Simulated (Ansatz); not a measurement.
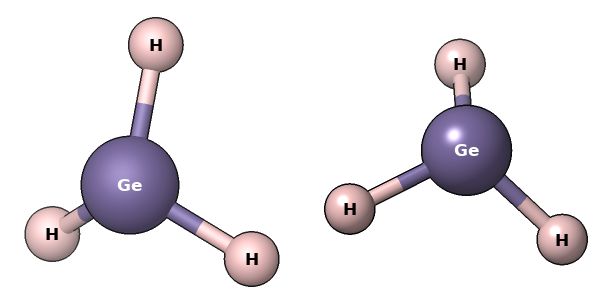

Both panels show the same species.

Charge 0, doublet. The geometry was computed by an optimisation with PBE0-D4/def2-TZVP.

Describe the molecule.

The molecule is GeH3. The point group is C3v. It is an open-shell species. Coordination: 1 Ge trigonal pyramidal.

More results for the same structure follow; atom numbers are the same in all pictures, views and colours differ.

**Charges**

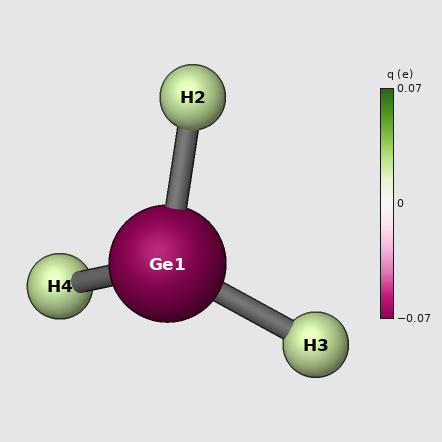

Atoms are coloured by their Mulliken charges. Properties computed with UKS PBE0-D4/def2-TZVP (Ansatz 0.2.0).

List the Mulliken charges.

| atom | value (e) |
| --- | --- |
| Ge1 | −0.07 |
| H2 | 0.02 |
| H3 | 0.02 |
| H4 | 0.02 |

**Thermal motion**

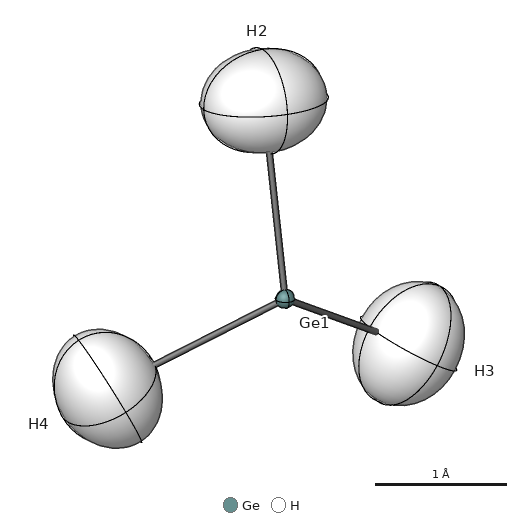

Displacement ellipsoids at the 50 % level, enlarged 3 times, from the internal vibrations of the free molecule (harmonic, no overall translation or rotation; no half-axis is drawn under 0.075 Å). Vibrations computed with UKS PBE0-D4/def2-TZVP (Ansatz 0.2.0). Temperature: 100 K.

Question: Which atom moves most?

Answer: H2, H3, H4, with U_eq = 0.0094 Å².

Give the displacement parameters, one line for each set of equivalent atoms.

```
      atom  U_eq (Å²)   rms amplitudes (Å)
       Ge1  < 0.00001  0.002, 0.002, 0.004
H2, H3, H4     0.0094  0.088, 0.094, 0.108
```

**Electronic properties**

Properties computed with UKS PBE0-D4/def2-TZVPP (Ansatz 0.2.0).

Question: Give the ⟨S²⟩ of the determinant at this level.

Answer: 0.752.

Question: Give the HOMO energy (Kohn–Sham orbital) at this level.

Answer: −6.29 eV.

Mulliken values depend strongly on the basis set and can even reverse the polarity of a bond.
